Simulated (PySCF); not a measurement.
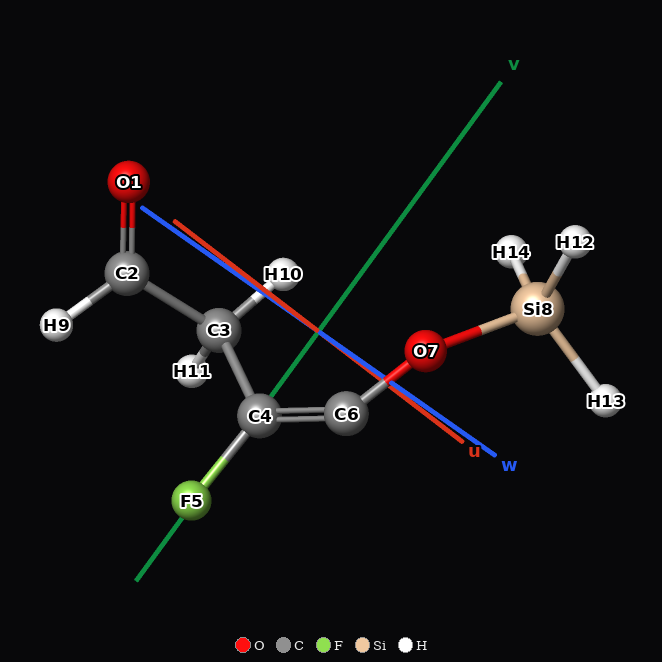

The lines u, v and w are the principal axes of the g tensor. State: neutral, doublet. The geometry was computed by an optimisation with GFN2-xTB. No frequency run is at hand to confirm it as a minimum. Level of theory: UKS B3LYP, pcH-1 on C F H O Si, non-relativistic, mean-field spin-orbit, GIAO (PySCF 2.14.0).

> Along which axis does g lie farthest from the free-electron value?

Along u: the shift is 802 ppm.

Give the principal values and shifts.

```
axis        g  shift (ppm)
   u  2.00312          802
   v  2.00258          265
   w  2.00184         −475
```

The geometry is semi-empirical. Around Si such bond lengths and angles can be off by a tenth of an ångström or more and by several degrees, and values that hang on the shape move with them.
